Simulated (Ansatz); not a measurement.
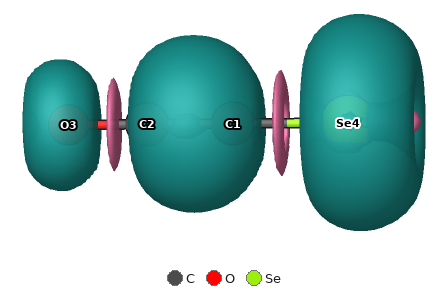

C₂OSe (SMILES O=C=C=[Se]) (triplet). Isosurfaces of the spin density (α minus β) at +0.02 (teal) and −0.02 e/Å³ (pink), seen from one side.

Geometry: BLYP-D3(BJ)/def2-SVP.

Level of theory: Ansatz, isolated molecule in a Gaussian basis; Kohn-Sham density functional theory, functional PBE0.

```yaml
atoms:
  - { symbol: C, position_ang: [0.0000, 0.0000, -0.5108] }
  - { symbol: C, position_ang: [0.0000, 0.0000, 0.7853] }
  - { symbol: O, position_ang: [0.0000, 0.0000, 1.9785] }
  - { symbol: Se, position_ang: [0.0000, 0.0000, -2.2530] }
```

**Describe the spin distribution.**

The unpaired spin (2 electrons) lies mostly on Se4 (about 0.9), C1 (about 0.4), O3 (about 0.4) and C2 (about 0.3), in electrons by Hirshfeld's partition.
